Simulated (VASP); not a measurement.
Band structure of Nb2Si (space group P6_3/mmc). Level of theory: PBE GGA, VASP's PBE PAW potentials (set 64) (plane waves; VASP 6.6.1).

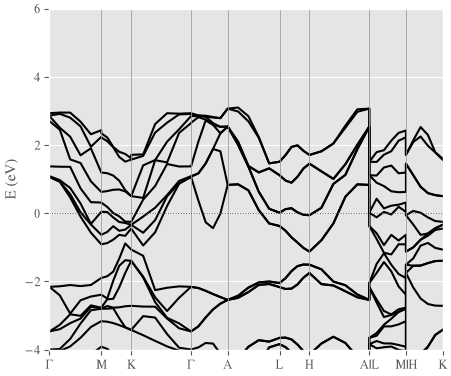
Figure. Bands along high-symmetry lines, zero at the valence-band maximum or, without a gap, the Fermi level

**Question.** Read the plot: is there a gap, and where are the band edges?

**Answer.** It has no gap at this level: it comes out as a metal or semimetal.

The structure was generated: Nb2Si was put into an ordered model structure, which need not be its known phase. The cell was not relaxed at this level.
